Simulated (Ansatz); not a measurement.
**BH3: density, localisation and related maps**

Input file:

```
crystal:
  periodic: [false, false, false]
  atoms:
    - { symbol: B, position_ang: [0.0, 0.0, 0.0] }
    - { symbol: H, position_ang: [0.869, 0.0, 1.0849] }
    - { symbol: H, position_ang: [1.374, 0.0, 0.2102] }
    - { symbol: H, position_ang: [-1.0305, 0.0, -0.595] }
basis:
  gaussian: { orbitals: def2-TZVP }
hamiltonian:
  xc: pbe
  dispersion: d4
relax:
  f_tol: 0.15
  max_steps: 25
  restrain:
    - { distance: [1, 2], at: 1.86, k: 30.0 }
    - { distance: [0, 1], at: 1.19, k: 30.0 }
    - { distance: [0, 2], at: 1.19, k: 30.0 }
output:
  orbitals: {}
```

Launched as:

```sh
ansatz run input.yaml --threads 1 --pin off --max-ram 2048MiB --backend cpu --events-out ev --progress --plain --runs-dir out
```

The fields are those of the run's last geometry, not of the input's.

Not at a stationary point (largest force 0.9 eV/Å).

Theory: Ansatz 0.2.0, RKS PBE-D4/def2-TZVP.

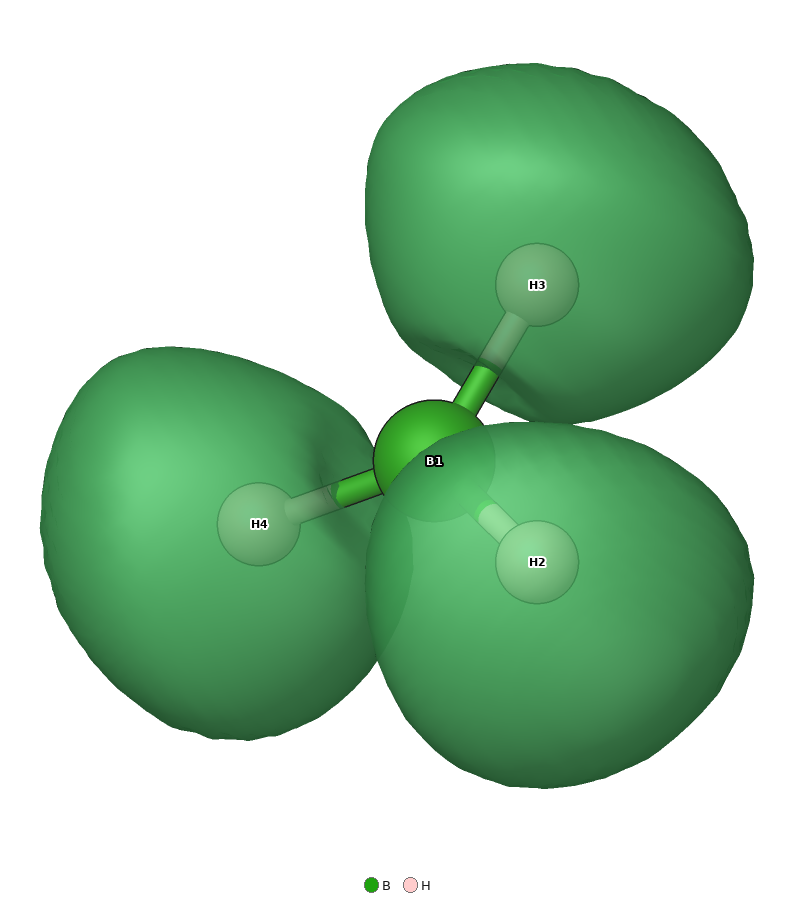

Figure 1. Isosurface of the ELF at 0.85 (green), seen at a tilt. Only the valence region is drawn (cores and ρ < 0.01 e/Å³ removed).

Where are the electrons localised?

At this value the surface marks out three regions around hydrogen nuclei. Along the contacts the grid gives the following. B–H (1.18 Å): the ELF climbs to about 1 towards the hydrogen, as it does in any bond to H: an ordinary covalent bond to hydrogen.

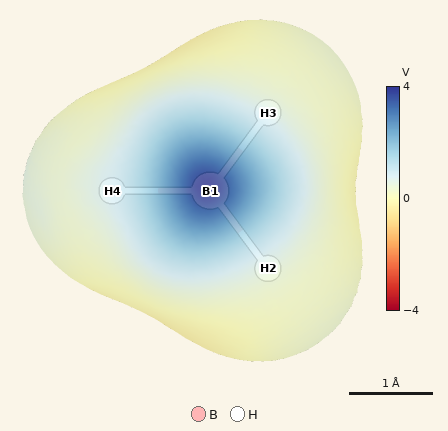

Figure 2. The molecular electrostatic potential painted on the density surface at 0.004 e/bohr³, seen across its widest extent; red is negative and blue positive.

Which sites attract a positive test charge, and which a negative one?

A positive charge is drawn to the negative regions and a negative charge to the positive ones. The most negative region (about −0.3 V) lies over H3, the most positive (about +3.7 V) over B1.

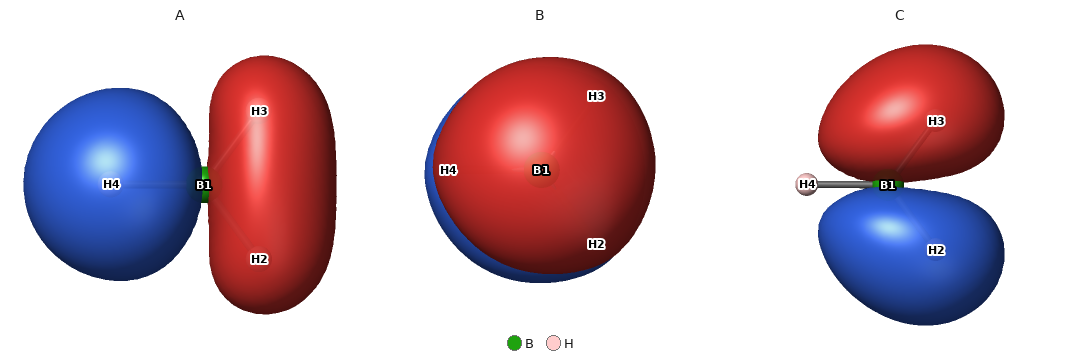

Figure 3. Three frontier orbitals at ±0.1 Å⁻³ᐟ² (red and blue are the two phases), in no order.

Which picture is the HOMO−1, the HOMO and the LUMO?

A is the HOMO−1 (−8.88 eV). Its weight (Hirshfeld) is mainly on B1 (about 45 %), H4 (about 35 %), H2 (about 10 %) and H3 (about 10 %); it is symmetric in the molecular plane (an in-plane orbital: σ, lone-pair or in-plane π type). C is the HOMO (−8.06 eV). Its weight (Hirshfeld) is mainly on B1 (about 45 %), H2 (about 25 %) and H3 (about 25 %); it is symmetric in the molecular plane (an in-plane orbital: σ, lone-pair or in-plane π type). B is the LUMO (−3.05 eV). By Hirshfeld shares it lies mainly on B1 (about 75 %), H2 (about 10 %), H3 (about 10 %) and H4 (about 10 %); it changes sign across the molecular plane (π type).

What is the HOMO–LUMO gap?

5.01 eV between the orbital energies.

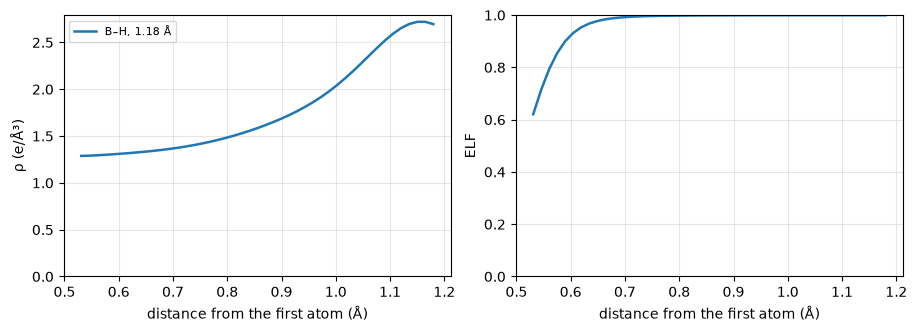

Figure 4. Electron density and ELF along straight lines between neighbouring atoms. The curves leave out the atomic cores.

What kind of bonding do the profiles show?

B–H (1.18 Å): ρ at the midpoint is about 1.3 e/Å³; the ELF climbs to about 1 towards the hydrogen: a covalent bond by its length.
